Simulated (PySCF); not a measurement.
C6H6S2, SMILES Sc1ccc(S)cc1 at its PBE0/def2-SVP optimised geometry (Å):

```
14

S     -1.3881    -3.1651    -0.0001
C     -0.5590    -1.6044     0.0000
C     -1.2268    -0.3756     0.0000
C     -0.5150     0.8208     0.0000
C      0.8835     0.8206     0.0000
S      1.8591     2.2942    -0.0002
C      1.5523    -0.4105     0.0000
C      0.8421    -1.6044     0.0000
H     -2.6450    -2.6758     0.0004
H     -2.3193    -0.3421     0.0000
H     -1.0660     1.7648    -0.0001
H      0.8292     3.1651     0.0012
H      2.6450    -0.4378     0.0001
H      1.3877    -2.5516     0.0000
```

Level of theory: PySCF with PBE0/def2-TZVP.

Map of the log10 of the electron density (e/bohr³), floored at −4 on the plane z = 1.0 Å:

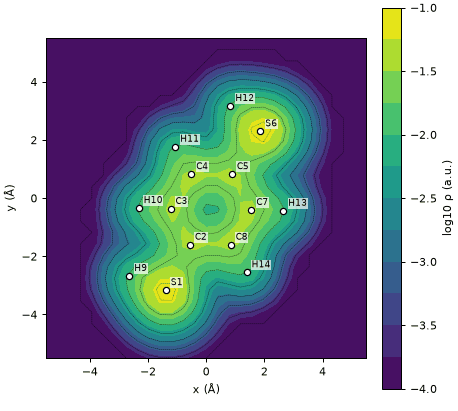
Figure: Log10 of the electron density (e/bohr³), floored at −4 on the plane z = 1.0 Å.
